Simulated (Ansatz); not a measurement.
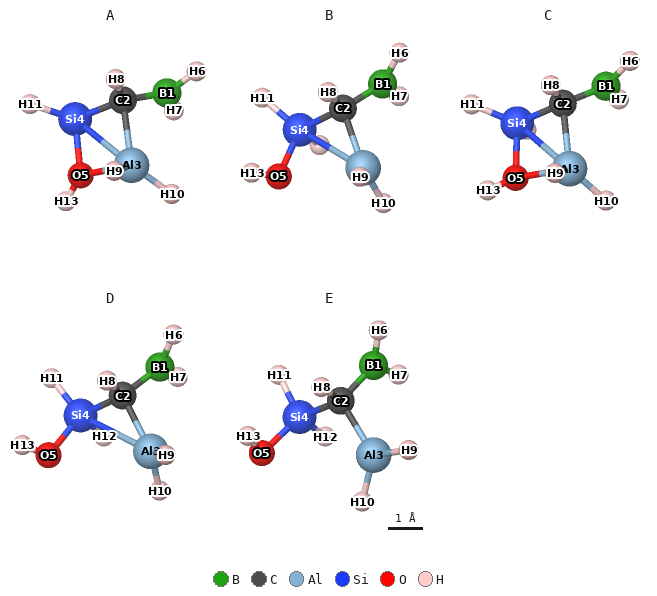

5 geometries from one relaxation of CH$_{8}$AlBOSi, in shuffled order. A ball-and-stick model, seen at a tilt.

The run prepares an end point of a later path (hydrogen shift) calculation, from a guessed geometry.

The calculation used RKS B3LYP-D4/def2-SVP in Ansatz 0.2.0. (no spin polarisation; force threshold 0.02 eV/Å; at most 50 steps)

Put them in the order of the run, from the start to the converged end.

Answer. E, D, B, C, A. They are steps 0, 6, 10, 15, 31, at +28.0 kcal/mol, +19.0 kcal/mol, +15.0 kcal/mol, +2.72 kcal/mol relative to the last. Over 29 accepted moves (31 points after the start) the energy falls by 28.0 kcal/mol. Largest force component: 2 eV/Å at the start, 0.0078 eV/Å at the end. The line search rejected the trial steps at points 19, 29 of the run. The atom that moves furthest after the best rigid fit is H9 (2.29 Å). By element the largest moves are H 2.29 Å, O 1.17 Å, Al 0.72 Å, B 0.55 Å, Si 0.54 Å, C 0.54 Å. Some distances before and after: Al3–O5 3.638 → 1.971 Å, Al3–Si4 3.160 → 2.776 Å, Si4–O5 1.656 → 1.772 Å, C2–Al3 2.003 → 2.100 Å. New bonds form, among them: Al3–O5 (3.64 → 1.97 Å). Bond angles that change, for instance: Si4–O5–H13 100.4° → 128.3°, Al3–C2–Si4 109.3° → 89.6°, C2–Si4–O5 113.4° → 94.1°. Groups turn about Si4–O5 by about 130°.
